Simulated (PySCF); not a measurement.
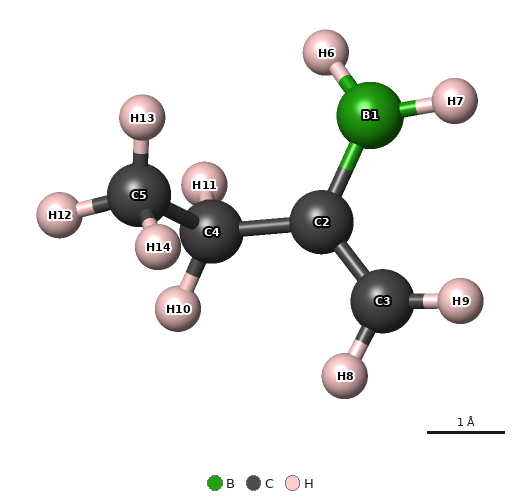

Figure 1. The input geometry (ball-and-stick view, seen at a tilt; atoms are numbered from 1 in the order of the input). Bond lengths as drawn: B–C 1.53 Å, B–H 1.15 to 1.22 Å, C–C 1.34 to 1.59 Å and C–H 1.04 to 1.14 Å.

# C4H9B: NMR shielding calculation

C4H9B, SMILES BC(=C)CC, computed with GIAO PBE0/pcSseg-1 NMR shielding, non-relativistic, gas phase (PySCF 2.14.0).

The geometry comes from this level: GFN2-xTB, MD frame at 250 fs, 300 K. It belongs to a series of runs on one base structure; here: MD frame at 250 fs, 300 K. Figures and captions count atoms from 1; the log counts them from 0 in places.

The program's output
```
coarse grid: 11016 points
cycle   1  E = -182.3014600477  dE =  2.296e-01  |g| = 3.357e-01  |ddm| = 3.054e+00
cycle   2  E = -182.2940915603  dE =  7.368e-03  |g| = 3.855e-01  |ddm| = 6.821e-01
cycle   3  E = -182.3339449606  dE = -3.985e-02  |g| = 7.897e-02  |ddm| = 4.121e-01
cycle   4  E = -182.3352939549  dE = -1.349e-03  |g| = 2.954e-02  |ddm| = 7.658e-02
cycle   5  E = -182.3355155365  dE = -2.216e-04  |g| = 6.419e-03  |ddm| = 2.791e-02
cycle   6  E = -182.3355284399  dE = -1.290e-05  |g| = 1.091e-03  |ddm| = 7.658e-03
cycle   7  E = -182.3355287467  dE = -3.068e-07  |g| = 2.730e-04  |ddm| = 1.297e-03
final grid: 104392 points
cycle   8  E = -182.3654662407  dE = -3.095e-05  |g| = 7.013e-03  |ddm| = 2.480e-02
cycle   9  E = -182.3654633696  dE =  2.871e-06  |g| = 7.814e-03  |ddm| = 1.343e-02
cycle  10  E = -182.3654797391  dE = -1.637e-05  |g| = 9.215e-04  |ddm| = 7.333e-03
cycle  11  E = -182.3654799289  dE = -1.899e-07  |g| = 2.979e-04  |ddm| = 8.795e-04
cycle  12  E = -182.3654799517  dE = -2.275e-08  |g| = 7.091e-05  |ddm| = 2.886e-04
cycle  13  E = -182.3654799532  dE = -1.536e-09  |g| = 1.289e-05  |ddm| = 8.426e-05
cycle  14  E = -182.3654799533  dE = -4.241e-11  |g| = 4.491e-06  |ddm| = 1.730e-05
```

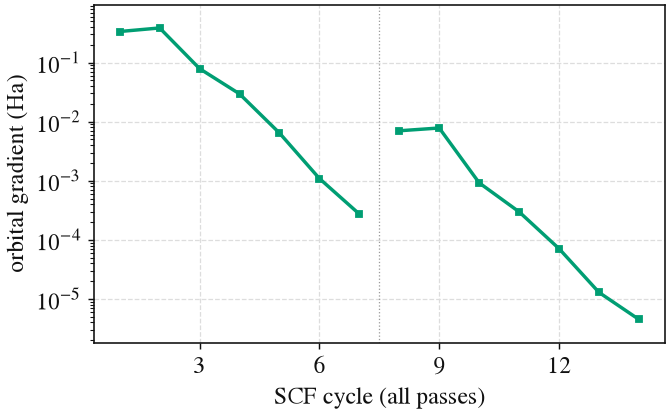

Figure 2. Convergence of the self-consistent field: orbital gradient against the SCF cycle. The dotted line marks the change from a coarse to the final integration grid. The first 7 cycles use a coarse grid, the final grid takes over at cycle 8, and the field converges after 14 cycles in all.

```
converged SCF energy = -182.3654799533

GIAO shielding tensors (ppm)
atom      isotropic    diamagn.    paramagn.     s11        s22        s33       span
  0 B       23.015     192.325    -169.310    -26.982    -19.753    115.781    142.763
  1 C       15.506     257.033    -241.527   -109.164    -22.506    178.187    287.350
  2 C       36.112     255.981    -219.869    -67.632     30.814    145.154    212.786
  3 C      140.395     247.197    -106.802    122.142    139.724    159.320     37.178
  4 C      163.135     248.056     -84.921    148.742    157.888    182.774     34.033
  5 H       24.495      29.722      -5.227     18.391     26.651     28.442     10.051
  6 H       24.818      30.663      -5.844     18.725     27.436     28.295      9.571
  7 H       25.244      31.525      -6.281     21.851     24.248     29.634      7.784
  8 H       24.772      30.741      -5.969     22.653     24.866     26.796      4.143
  9 H       28.590      31.341      -2.750     25.023     27.810     32.938      7.915
 10 H       28.051      30.339      -2.288     25.191     26.200     32.763      7.572
 11 H       29.060      28.165       0.895     24.950     26.733     35.498     10.548
 12 H       31.203      31.458      -0.256     27.898     29.246     36.464      8.566
 13 H       31.118      31.697      -0.579     27.125     30.400     35.830      8.705
```

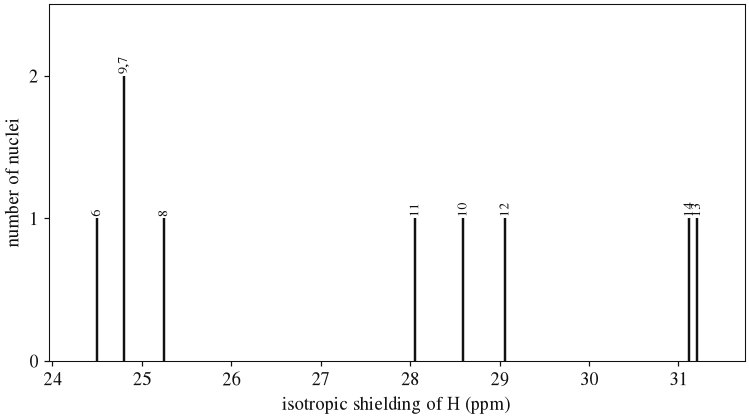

Figure 3. Isotropic shieldings of the hydrogen nuclei in this fixed geometry, labelled by atom number; shielding grows to the right, so chemical shift grows to the left. The least shielded is H6 (24.5 ppm), the most shielded H13 (31.2 ppm).

This output came from the following input.

Input
```
{"job": {"kind": "nmr", "xc": "PBE0", "basis": "pcSseg-1", "pop": false}, "charge": 0, "multiplicity": 1}
B      1.037800    -0.954600     1.395700
C     -0.234700    -0.531900     0.657500
C     -1.199900     0.076400     1.359300
C     -0.374800    -1.020300    -0.759100
C      0.436100    -0.033500    -1.711200
H      1.696300    -1.852500     0.907700
H      1.218800    -0.673100     2.494700
H     -2.094900     0.346000     0.793700
H     -1.162900     0.515100     2.353500
H     -1.370000    -1.005300    -1.262200
H     -0.006600    -2.074700    -0.772000
H      0.150600    -0.408800    -2.746200
H      1.475200    -0.007700    -1.605900
H     -0.042000     0.908100    -1.546300
```

The first line tells a small driver script what to run in PySCF; the rest is the geometry in Å.

Launch command:
```bash
OMP_NUM_THREADS=1 python <driver script> task.json out
```

Key numbers

```csv
quantity,value
outcome,converged
total energy,−182.365480 hartree
HOMO,−7.85 eV
LUMO,−1.94 eV
dipole moment,1.19 D
"isotropic shielding, B",23.0 ppm
"isotropic shielding, C",15.5 to 163.1 ppm
"isotropic shielding, H",24.5 to 31.2 ppm
hardware,"1 CPU thread, shared host"
wall time,16 s
peak memory,0.63 GiB
```
